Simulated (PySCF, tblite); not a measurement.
# C29H18N+: electronic excitations, NMR shifts

Wanted: electronic excitations, NMR shifts for C29H18N+ (`c1ccc2cc3c(cc2c1)c1ccccc1[n+]1ccc2ccc4ccccc4c2c31`).

Computed with tblite 0.8.0 and PySCF 2.14.0 and routines of our own; the level stands in each step. Atoms count from 0.

### 1 The system as given

48 atoms, charge 1, multiplicity 1; geometry from: force field, distance geometry or constructed start.

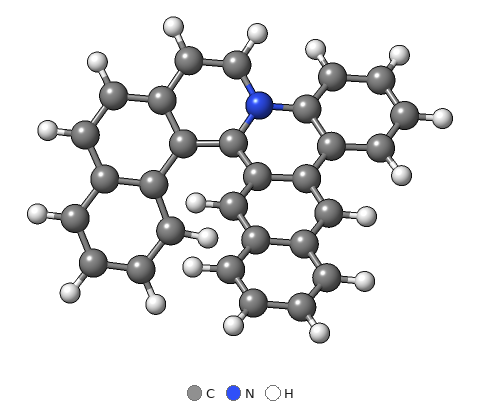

The starting geometry (carbon grey, nitrogen blue, hydrogen white).

### 2 Geometry optimisation with GFN2-xTB

The job: settings as JSON, then the geometry in Å.

```
{"job": {"kind": "relax", "xc": "GFN2-xTB", "basis": "xTB"}, "charge": 1, "multiplicity": 1}
C      3.384100    -4.320600     0.069800
C      2.170600    -4.624000     0.686000
C      1.218700    -3.634000     0.878000
C      1.448800    -2.313200     0.431600
C      0.499000    -1.299500     0.605200
C      0.677600     0.032200     0.134400
C      1.934100     0.364500    -0.414500
C      2.891300    -0.677500    -0.584500
C      2.665500    -2.007900    -0.183000
C      3.621600    -3.016400    -0.361200
C      2.184900     1.714200    -0.759100
C      3.361500     2.133700    -1.434400
C      3.609600     3.470500    -1.748600
C      2.689700     4.434400    -1.417300
C      1.520100     4.064700    -0.747300
C      1.248400     2.711800    -0.380100
N      0.092600     2.364800     0.274800
C     -0.632100     3.283800     0.959000
C     -1.857400     3.014900     1.528200
C     -2.455400     1.796500     1.283500
C     -3.749900     1.582500     1.775400
C     -4.428600     0.407200     1.482100
C     -3.866800    -0.526600     0.624700
C     -4.635600    -1.656700     0.247100
C     -4.156800    -2.560400    -0.687800
C     -2.933400    -2.345800    -1.282800
C     -2.157400    -1.236500    -0.911200
C     -2.566400    -0.323600     0.097300
C     -1.772100     0.811700     0.540900
C     -0.340900     1.045300     0.291400
H      4.133900    -5.091600    -0.074100
H      1.978900    -5.639900     1.034200
H      0.274800    -3.895400     1.360700
H     -0.409700    -1.567800     1.142000
H      3.862700    -0.470100    -1.028300
H      4.577600    -2.794500    -0.843900
H      4.124100     1.424000    -1.753600
H      4.527400     3.747100    -2.282100
H      2.864400     5.472200    -1.681100
H      0.808700     4.866200    -0.561400
H     -0.197500     4.268100     1.127100
H     -2.356900     3.783700     2.102100
H     -4.247900     2.325200     2.384400
H     -5.426900     0.263400     1.884700
H     -5.625100    -1.814200     0.675100
H     -4.764200    -3.419000    -0.977300
H     -2.562900    -3.028200    -2.051200
H     -1.227100    -1.096800    -1.452900
```

The run is started by

```
> OMP_NUM_THREADS=2 python large_run.py task.json out
```

This one command runs all jobs of the session in turn.

The program printed:

```text
step      E/eV     max force
  0   -2008.98035    2.437
  1   -2009.31554    1.379
  2   -2009.37935    0.357
  3   -2009.40134    0.269
  4   -2009.43406    0.246
  5   -2009.45446    0.279
  6   -2009.48063    0.295
  7   -2009.50082    0.228
  8   -2009.51284    0.141
  9   -2009.51910    0.129
 10   -2009.52385    0.118
 11   -2009.52801    0.128
 12   -2009.53124    0.110
 13   -2009.53370    0.085
 14   -2009.53589    0.076
 15   -2009.53798    0.083
 16   -2009.53986    0.079
 17   -2009.54154    0.078
 18   -2009.54323    0.083
 19   -2009.54503    0.090
 20   -2009.54677    0.072
 21   -2009.54832    0.063
 22   -2009.54977    0.069
 23   -2009.55122    0.060
 24   -2009.55260    0.063
 25   -2009.55375    0.071
 26   -2009.55473    0.073
 27   -2009.55574    0.061
 28   -2009.55685    0.064
 29   -2009.55800    0.067
 30   -2009.55919    0.065
 31   -2009.56060    0.076
 32   -2009.56242    0.078
 33   -2009.56463    0.100
 34   -2009.56680    0.075
 35   -2009.56855    0.059
 36   -2009.56998    0.065
 37   -2009.57142    0.072
 38   -2009.57302    0.073
 39   -2009.57460    0.067
 40   -2009.57594    0.055
 41   -2009.57699    0.052
 42   -2009.57794    0.053
 43   -2009.57894    0.050
 44   -2009.58000    0.064
 45   -2009.58101    0.051
 46   -2009.58184    0.046
 47   -2009.58247    0.047
 48   -2009.58299    0.040
 49   -2009.58346    0.040
 50   -2009.58388    0.036
 51   -2009.58427    0.030
 52   -2009.58462    0.030
 53   -2009.58491    0.032
 54   -2009.58516    0.029
 55   -2009.58537    0.027
 56   -2009.58558    0.026
 57   -2009.58579    0.028
 58   -2009.58600    0.022
 59   -2009.58619    0.024
 60   -2009.58638    0.029
 61   -2009.58657    0.030
 62   -2009.58676    0.021
 63   -2009.58694    0.022
 64   -2009.58713    0.019
```

It took 7.2 s on 2 threads of Intel Xeon at 2.70GHz, shared host; peak memory 0.19 GiB.

The steps of the relaxation:

| step | energy from step 0 (eV) | largest force (eV/Å) |
| --- | --- | --- |
| 0 | 0.0000 | 2.4369 |
| 1 | -0.3352 | 1.3797 |
| 2 | -0.3990 | 0.3567 |
| 3 | -0.4210 | 0.2692 |
| 4 | -0.4537 | 0.2466 |
| 5 | -0.4741 | 0.2791 |
| 6 | -0.5003 | 0.2957 |
| 7 | -0.5205 | 0.2289 |
| 8 | -0.5325 | 0.1410 |
| 12 | -0.5509 | 0.1092 |
| 17 | -0.5612 | 0.0781 |
| 22 | -0.5694 | 0.0694 |
| 26 | -0.5744 | 0.0730 |
| 31 | -0.5802 | 0.0764 |
| 36 | -0.5896 | 0.0645 |
| 41 | -0.5966 | 0.0516 |
| 45 | -0.6007 | 0.0512 |
| 50 | -0.6035 | 0.0365 |
| 55 | -0.6050 | 0.0260 |
| 60 | -0.6060 | 0.0290 |
| 61 | -0.6062 | 0.0301 |
| 62 | -0.6064 | 0.0207 |
| 63 | -0.6066 | 0.0221 |
| 64 | -0.6068 | 0.0199 |

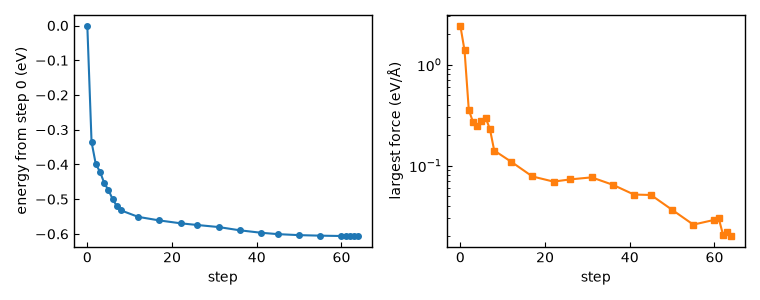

Energy and largest force along the relaxation.

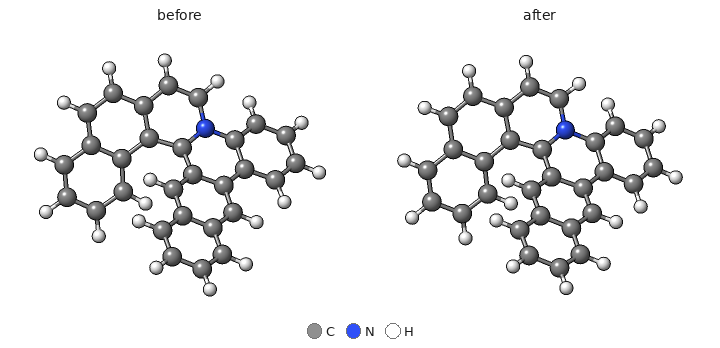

Before and after, at one scale.

Close pairs (by a distance rule), those that changed most:

| bond | before (Å) | after (Å) | change (Å) |
| --- | --- | --- | --- |
| C28–C29 | 1.471 | 1.423 | -0.048 |
| C6–C7 | 1.425 | 1.379 | -0.046 |
| C15–N16 | 1.373 | 1.409 | +0.036 |
| C18–C19 | 1.379 | 1.414 | +0.035 |
| C4–C5 | 1.424 | 1.389 | -0.034 |
| C6–C10 | 1.415 | 1.450 | +0.034 |
| C21–C22 | 1.387 | 1.419 | +0.033 |
| C25–C26 | 1.404 | 1.372 | -0.032 |

The next job starts from the end point, and lists it.

### 3 Electronic excitations: TDA B3LYP/6-31G*

The job: settings as JSON, then the geometry in Å.

```
{"job": {"kind": "uv", "basis": "6-31G*", "grid": 1, "kgrid": 0, "vcut": 1.5, "nstates": 8, "ntriplets": 3, "tda": true, "delta": ["ip_vertical"], "pop": true, "xc": "B3LYP"}, "charge": 1, "multiplicity": 1}
C      3.244794    -4.282567     0.173756
C      2.001878    -4.570187     0.769220
C      1.064600    -3.590696     0.922106
C      1.325219    -2.276050     0.468922
C      0.375545    -1.258757     0.577055
C      0.617198     0.021339     0.094417
C      1.910392     0.334090    -0.427074
C      2.853658    -0.666895    -0.532380
C      2.586688    -1.982466    -0.125655
C      3.535205    -3.019240    -0.257484
C      2.165570     1.709783    -0.806645
C      3.279489     2.092210    -1.560998
C      3.503911     3.410803    -1.886345
C      2.599428     4.384933    -1.484260
C      1.489585     4.036759    -0.745131
C      1.268908     2.706825    -0.382825
N      0.104161     2.350248     0.325730
C     -0.580783     3.288264     1.040990
C     -1.770589     3.005289     1.623529
C     -2.420478     1.782165     1.338561
C     -3.708951     1.494214     1.843603
C     -4.317795     0.317841     1.542914
C     -3.737869    -0.588422     0.617403
C     -4.443041    -1.731363     0.198105
C     -3.946481    -2.538011    -0.791857
C     -2.744947    -2.199566    -1.422864
C     -2.020347    -1.111392    -1.007467
C     -2.460393    -0.313556     0.064750
C     -1.730291     0.828764     0.552643
C     -0.355260     1.069185     0.275165
H      3.969086    -5.074230     0.062606
H      1.798663    -5.574785     1.105003
H      0.106616    -3.801926     1.373282
H     -0.555086    -1.485748     1.072983
H      3.838763    -0.450449    -0.914164
H      4.490274    -2.796731    -0.708037
H      3.968711     1.340595    -1.907736
H      4.368986     3.684562    -2.468971
H      2.748658     5.414363    -1.766437
H      0.775903     4.805166    -0.498103
H     -0.103834     4.243404     1.174613
H     -2.247222     3.731444     2.261228
H     -4.185493     2.222553     2.480048
H     -5.283251     0.076491     1.959833
H     -5.395668    -1.947214     0.656882
H     -4.490296    -3.413732    -1.109354
H     -2.386685    -2.797117    -2.246900
H     -1.107291    -0.857841    -1.522812
```

With the program's defaults for keys left out, this is: TDA B3LYP/6-31G*, vertical, gas phase, core orbitals frozen in the response, virtual orbitals cut by energy.

The program printed:

```text
start: PBE on a coarse grid of 40872 points
cycle   1  E = -1169.0760591309  dE =  5.690e+00  |g| = 9.919e-01  |ddm| = 8.561e+00
cycle   2  E = -1166.6292087951  dE =  2.447e+00  |g| = 2.876e+00  |ddm| = 4.429e+00
cycle   3  E = -1169.1517698303  dE = -2.523e+00  |g| = 7.758e-01  |ddm| = 4.034e+00
cycle   4  E = -1169.3446495758  dE = -1.929e-01  |g| = 2.398e-01  |ddm| = 1.332e+00
cycle   5  E = -1169.3443952347  dE =  2.543e-04  |g| = 2.492e-01  |ddm| = 5.540e-01
cycle   6  E = -1169.3604486432  dE = -1.605e-02  |g| = 6.680e-02  |ddm| = 3.367e-01
cycle   7  E = -1169.3616158822  dE = -1.167e-03  |g| = 2.002e-02  |ddm| = 1.010e-01
cycle   8  E = -1169.3617323682  dE = -1.165e-04  |g| = 8.147e-03  |ddm| = 3.675e-02
final grid: 179322 points
cycle   9  E = -1170.4904117809  dE = -8.811e-03  |g| = 4.325e-02  |ddm| = 4.525e-01
cycle  10  E = -1170.4895271325  dE =  8.846e-04  |g| = 7.102e-02  |ddm| = 1.529e-01
cycle  11  E = -1170.4908467625  dE = -1.320e-03  |g| = 1.800e-02  |ddm| = 1.030e-01
cycle  12  E = -1170.4909328436  dE = -8.608e-05  |g| = 4.674e-03  |ddm| = 2.571e-02
cycle  13  E = -1170.4909374000  dE = -4.556e-06  |g| = 2.380e-03  |ddm| = 7.617e-03
cycle  14  E = -1170.4909363519  dE =  1.048e-06  |g| = 9.007e-04  |ddm| = 3.770e-03
cycle  15  E = -1170.4909371360  dE = -7.841e-07  |g| = 2.399e-04  |ddm| = 1.310e-03
cycle  16  E = -1170.4909401734  dE = -3.037e-06  |g| = 1.108e-04  |ddm| = 4.171e-04
cycle  17  E = -1170.4909381786  dE =  1.995e-06  |g| = 2.671e-05  |ddm| = 1.478e-04
converged SCF energy = -1170.4909381786
Vertical ionisation energy (delta-SCF) = 9.9872 eV   <S^2> = 0.761

Static polarisability (au): isotropic 344.165, principal 146.542 426.542 459.410

Singlet excitations
state   eV       nm        f      main configurations
  1   2.4132    513.8   0.04149   H->L 0.95
  2   2.8273    438.5   0.14244   H-1->L 0.91
  3   3.1051    399.3   0.06828   H-2->L 0.81
  4   3.1875    389.0   0.05993   H->L+1 0.90
  5   3.5376    350.5   0.01284   H-3->L 0.74, H->L+2 0.08
  6   3.7962    326.6   0.07542   H-1->L+1 0.58, H-4->L 0.23
  7   3.8318    323.6   0.01128   H-4->L 0.37, H-2->L+1 0.23, H-1->L+1 0.19
  8   3.8779    319.7   0.06833   H->L+2 0.29, H-2->L+1 0.20, H-4->L 0.14

Triplet excitations (Tamm-Dancoff, eV): 1.8781 2.4165 2.5874
```

It took 4.1 min on 2 threads of Intel Xeon at 2.70GHz, shared host; peak memory 1.7 GiB.

Frontier orbitals and where they lie:

| orbital | eV | atoms |
| --- | --- | --- |
| HOMO−4 | -10.13 | C12 19 %, C15 16 %, C11 10 % |
| HOMO−3 | -9.92 | C27 12 %, C24 12 %, C0 9 % |
| HOMO−2 | -9.38 | C20 13 %, C25 10 %, C22 8 % |
| HOMO−1 | -9.14 | C26 14 %, C23 14 %, C28 9 % |
| HOMO | -8.64 | C7 15 %, C9 14 %, C2 14 % |
| LUMO | -5.78 | C29 23 %, N16 12 %, C4 9 % |
| LUMO+1 | -4.95 | C28 17 %, C17 16 %, C19 8 % |
| LUMO+2 | -4.41 | C7 17 %, C6 11 %, C13 11 % |
| LUMO+3 | -3.78 | C20 16 %, C25 11 %, C22 8 % |

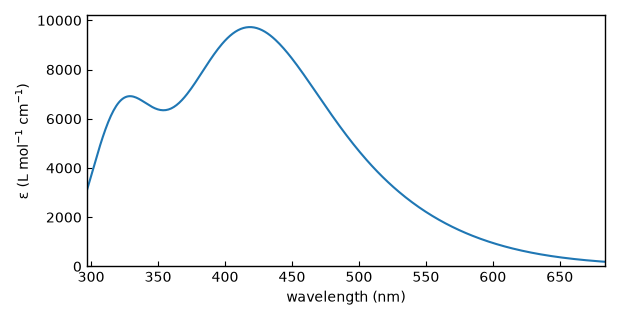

Absorption spectrum: each of the 8 states is a Gaussian band of 0.4 eV half-width at 1/e. Beyond the last state computed it falls off for lack of states.

Further results of this job:

| property | computed |
| --- | --- |
| polarisability (Å³) | 51.00 |
| HOMO–LUMO gap (eV) | 2.87 |
| −ε(HOMO) (eV) | 8.64 |

### 4 NMR shifts: GIAO KT3/pcSseg-1

The job, as its differences from that of step 3:

```diff
@@ -1,2 +1,2 @@
-{"job": {"kind": "uv", "basis": "6-31G*", "grid": 1, "kgrid": 0, "vcut": 1.5, "nstates": 8, "ntriplets": 3, "tda": true, "delta": ["ip_vertical"], "pop": true, "xc": "B3LYP"}, "charge": 1, "multiplicity": 1}
+{"job": {"kind": "nmr", "basis": "pcSseg-1", "pop": false, "xc": "KT3"}, "charge": 1, "multiplicity": 1}
 C      3.244794    -4.282567     0.173756
```

With the program's defaults for keys left out, this is: GIAO KT3/pcSseg-1 NMR shielding, non-relativistic, gas phase.

The program printed:

```text
start: PBE on a coarse grid of 40872 points
cycle   1  E = -1168.3910822789  dE =  5.662e+00  |g| = 9.798e-01  |ddm| = 8.407e+00
cycle   2  E = -1165.9994763802  dE =  2.392e+00  |g| = 2.878e+00  |ddm| = 4.726e+00
cycle   3  E = -1168.4665978587  dE = -2.467e+00  |g| = 7.564e-01  |ddm| = 4.381e+00
cycle   4  E = -1168.6438671869  dE = -1.773e-01  |g| = 2.459e-01  |ddm| = 1.513e+00
cycle   5  E = -1168.6454624606  dE = -1.595e-03  |g| = 2.435e-01  |ddm| = 5.798e-01
cycle   6  E = -1168.6604530707  dE = -1.499e-02  |g| = 6.494e-02  |ddm| = 3.349e-01
cycle   7  E = -1168.6615111828  dE = -1.058e-03  |g| = 2.079e-02  |ddm| = 1.018e-01
cycle   8  E = -1168.6616349174  dE = -1.237e-04  |g| = 8.002e-03  |ddm| = 3.981e-02
final grid: 379906 points
cycle   9  E = -1189.7909322174  dE = -6.860e-02  |g| = 5.777e-02  |ddm| = 1.832e+00
cycle  10  E = -1189.7863699814  dE =  4.562e-03  |g| = 1.426e-01  |ddm| = 2.208e-01
cycle  11  E = -1189.7914990277  dE = -5.129e-03  |g| = 2.726e-02  |ddm| = 1.925e-01
cycle  12  E = -1189.7916992940  dE = -2.003e-04  |g| = 1.143e-02  |ddm| = 5.226e-02
cycle  13  E = -1189.7917325595  dE = -3.327e-05  |g| = 4.215e-03  |ddm| = 1.766e-02
cycle  14  E = -1189.7917401614  dE = -7.602e-06  |g| = 1.235e-03  |ddm| = 7.335e-03
cycle  15  E = -1189.7917379110  dE =  2.250e-06  |g| = 7.042e-04  |ddm| = 2.427e-03
cycle  16  E = -1189.7917399628  dE = -2.052e-06  |g| = 1.798e-04  |ddm| = 1.090e-03
cycle  17  E = -1189.7917382169  dE =  1.746e-06  |g| = 7.677e-05  |ddm| = 3.751e-04
converged SCF energy = -1189.7917382169

GIAO shielding tensors (ppm)
atom      isotropic    diamagn.    paramagn.     s11        s22        s33       span
  0 C       56.199     252.789    -196.590    -42.928     38.544    172.982    215.910
  1 C       59.595     253.149    -193.554    -39.290     44.753    173.320    212.610
  2 C       59.937     246.464    -186.527    -31.878     52.016    159.672    191.549
  3 C       60.784     257.655    -196.870     -8.197      2.758    187.792    195.989
  4 C       55.327     257.498    -202.171    -20.392     33.679    152.693    173.085
  5 C       67.583     264.689    -197.106      0.606     32.879    169.265    168.659
  6 C       65.901     249.906    -184.004    -10.217     33.231    174.690    184.907
  7 C       67.334     252.323    -184.989    -11.284     52.968    160.319    171.603
  8 C       56.639     253.992    -197.354    -12.931     -3.927    186.773    199.704
  9 C       61.112     240.813    -179.702    -28.892     52.108    160.119    189.011
 10 C       64.823     259.813    -194.990     -0.492     23.818    171.142    171.634
 11 C       65.607     244.468    -178.861    -26.601     50.766    172.655    199.256
 12 C       58.223     252.397    -194.174    -41.443     41.425    174.687    216.130
 13 C       58.135     252.098    -193.964    -39.873     41.796    172.482    212.356
 14 C       71.315     254.358    -183.043    -14.003     57.465    170.483    184.486
 15 C       60.152     247.864    -187.712    -14.399     51.206    143.650    158.049
 16 N       68.591     345.491    -276.901    -30.800     16.866    219.707    250.507
 17 C       63.140     247.875    -184.736    -23.318     67.211    145.526    168.844
 18 C       67.083     254.505    -187.422    -19.587     62.903    157.931    177.518
 19 C       56.434     251.907    -195.474    -11.505     -3.138    183.943    195.448
 20 C       67.536     246.858    -179.322    -18.295     61.286    159.617    177.912
 21 C       50.375     247.354    -196.979    -41.009     35.731    156.404    197.413
 22 C       58.183     251.701    -193.518    -11.117     -0.476    186.142    197.260
 23 C       60.377     242.628    -182.251    -29.079     50.316    159.895    188.974
 24 C       57.885     254.319    -196.435    -39.147     38.264    174.537    213.684
 25 C       60.591     253.109    -192.518    -37.178     44.512    174.437    211.614
 26 C       62.836     257.029    -194.193    -26.489     42.020    172.977    199.466
 27 C       60.231     258.812    -198.582    -11.542     11.987    180.246    191.787
 28 C       66.930     257.441    -190.511      1.957     26.243    172.589    170.632
 29 C       44.811     260.764    -215.953    -18.552     15.854    137.131    155.684
 30 H       23.566      26.151      -2.585     19.116     24.955     26.628      7.512
 31 H       23.810      28.696      -4.886     19.201     24.585     27.644      8.443
 32 H       24.158      35.262     -11.104     18.355     23.887     30.232     11.877
 33 H       22.623      40.926     -18.303     13.707     21.934     32.228     18.521
 34 H       22.711      40.078     -17.366     14.711     24.102     29.321     14.610
 35 H       23.439      31.628      -8.189     17.901     24.133     28.284     10.382
 36 H       22.728      36.707     -13.980     15.630     23.890     28.663     13.033
 37 H       23.471      27.209      -3.738     19.066     24.806     26.542      7.476
 38 H       23.548      26.586      -3.038     19.049     24.734     26.860      7.812
 39 H       23.723      32.045      -8.321     16.688     24.412     30.069     13.381
 40 H       22.878      31.069      -8.191     14.329     25.295     29.012     14.683
 41 H       23.791      31.862      -8.071     18.402     25.587     27.384      8.982
 42 H       23.776      30.406      -6.630     18.200     25.586     27.540      9.340
 43 H       23.212      30.704      -7.492     18.283     24.340     27.013      8.730
 44 H       23.515      30.182      -6.668     18.646     24.732     27.166      8.520
 45 H       23.719      27.657      -3.938     19.704     25.363     26.090      6.386
 46 H       24.254      33.372      -9.118     19.918     23.884     28.959      9.041
 47 H       22.883      37.834     -14.952     15.635     21.834     31.178     15.543
```

Run time: 96 s. Hardware: 2 threads of Intel Xeon at 2.70GHz, shared host; peak memory 1.4 GiB.

Shifts follow as δ = σ(reference) − σ, with reference shieldings (ppm) from runs at the same level and on the same kind of geometry: 1H TMS 31.76, 13C TMS 184.7, 15N NH3 264.4. The references are single molecules in the gas phase, so shifts against H2O, NH3, PH3, H3PO4 or CFCl3 are not on the usual liquid scales and can be off by tens of ppm.

| atoms | environment | σ (ppm) | δ (ppm) |
| --- | --- | --- | --- |
| C29 | ring-fusion aromatic carbon | 44.8 | 139.9 |
| C21 | aromatic CH | 50.4 | 134.3 |
| C4 | aromatic CH | 55.3 | 129.4 |
| C0 | aromatic CH | 56.2 | 128.5 |
| C19 | ring-fusion aromatic carbon | 56.4 | 128.3 |
| C8 | ring-fusion aromatic carbon | 56.6 | 128.1 |
| C24 | aromatic CH | 57.9 | 126.8 |
| C13 | aromatic CH | 58.1 | 126.6 |
| C22 | ring-fusion aromatic carbon | 58.2 | 126.5 |
| C12 | aromatic CH | 58.2 | 126.5 |
| C1 | aromatic CH | 59.6 | 125.1 |
| C2 | aromatic CH | 59.9 | 124.8 |
| C15 | ring-fusion aromatic carbon | 60.2 | 124.6 |
| C27 | ring-fusion aromatic carbon | 60.2 | 124.5 |
| C23 | aromatic CH | 60.4 | 124.3 |
| C25 | aromatic CH | 60.6 | 124.1 |
| C3 | ring-fusion aromatic carbon | 60.8 | 123.9 |
| C9 | aromatic CH | 61.1 | 123.6 |
| C26 | aromatic CH | 62.8 | 121.9 |
| C17 | aromatic CH next to a ring nitrogen | 63.1 | 121.6 |
| C10 | ring-fusion aromatic carbon | 64.8 | 119.9 |
| C11 | aromatic CH | 65.6 | 119.1 |
| C6 | ring-fusion aromatic carbon | 65.9 | 118.8 |
| C28 | ring-fusion aromatic carbon | 66.9 | 117.8 |
| C18 | aromatic CH | 67.1 | 117.6 |
| C7 | aromatic CH | 67.3 | 117.4 |
| C20 | aromatic CH | 67.5 | 117.2 |
| C5 | ring-fusion aromatic carbon | 67.6 | 117.1 |
| C14 | aromatic CH | 71.3 | 113.4 |
| H33 | hydrogen on an aromatic CH | 22.62 | 9.14 |
| H34 | hydrogen on an aromatic CH | 22.71 | 9.05 |
| H36 | hydrogen on an aromatic CH | 22.73 | 9.03 |
| H40 | hydrogen on an aromatic CH next to a ring nitrogen | 22.88 | 8.88 |
| H47 | hydrogen on an aromatic CH | 22.88 | 8.88 |
| H43 | hydrogen on an aromatic CH | 23.21 | 8.55 |
| H35 | hydrogen on an aromatic CH | 23.44 | 8.32 |
| H37 | hydrogen on an aromatic CH | 23.47 | 8.29 |
| H44 | hydrogen on an aromatic CH | 23.51 | 8.25 |
| H38 | hydrogen on an aromatic CH | 23.55 | 8.21 |
| H30 | hydrogen on an aromatic CH | 23.57 | 8.19 |

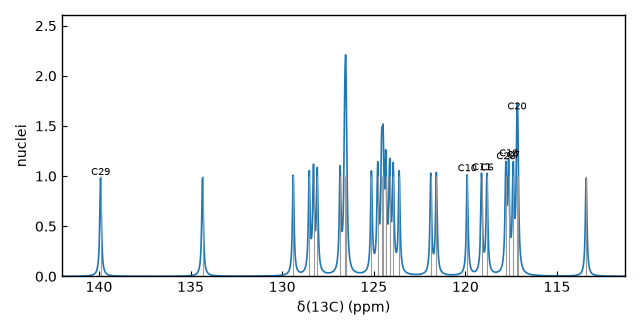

13C lines at the computed shifts, without couplings. Lines are broadened to a width of 0.11 ppm (Lorentzian).

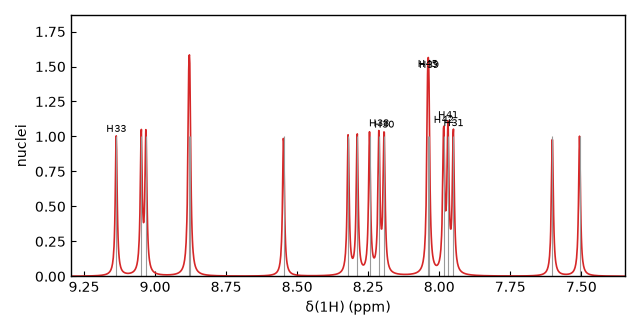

1H lines at the computed shifts, without couplings. Lines are broadened to a width of 0.01 ppm (Lorentzian).

Ring of atoms C0, C1, C2, C3, C8, C9: NICS(0) -8.0, NICS(1) -10.9, NICS(1)zz -26.3 ppm (means of both faces).

Ring of atoms C3, C4, C5, C6, C7, C8: NICS(0) -8.4, NICS(1) -10.7, NICS(1)zz -24.9 ppm (means of both faces).

Ring of atoms C5, C6, C10, C15, N16, C29: NICS(0) -0.1, NICS(1) -3.5, NICS(1)zz -3.9 ppm (means of both faces).

### 5 Results

| quantity | value |
| --- | --- |
| lowest singlet (B3LYP/6-31G*) | 2.41 eV (514 nm), f = 0.041 |
| brightest single state of those computed | state 2, 2.83 eV, f = 0.142 |
| lowest triplet | 1.88 eV |
| 13C shifts against TMS (KT3/pcSseg-1) | 139.9, 134.3, 129.4, 128.5, 128.3, 128.1, 126.8, 126.6, 126.5, 126.5, 125.1, 124.8, 124.6, 124.5 ppm and more |
| 1H shifts against TMS (KT3/pcSseg-1) | 9.14, 9.05, 9.03, 8.88, 8.88, 8.55, 8.32, 8.29, 8.25, 8.21, 8.19, 8.04, 8.04, 7.98 ppm and more |
| 15N shifts against NH3 (KT3/pcSseg-1) | 195.8 ppm |

The first singlet state (HOMO→LUMO 0.95) lies at 2.41 eV and is weak; of the 8 states computed, the strongest absorption comes from state 2 at 2.83 eV (the last state computed is bright too, and its partners may lie past the list). State 1 absorbs in the visible (514 nm). The lowest triplet lies 0.54 eV below the lowest singlet. At KT3/pcSseg-1: Shielding is most anisotropic at N16 (span 251 ppm, paramagnetic term -277 ppm). NICS(1)zz of -26 ppm above the planar ring from C0 marks a diatropic (aromatic) ring current. NICS(1)zz of -25 ppm above the planar ring from C3 marks a diatropic (aromatic) ring current.
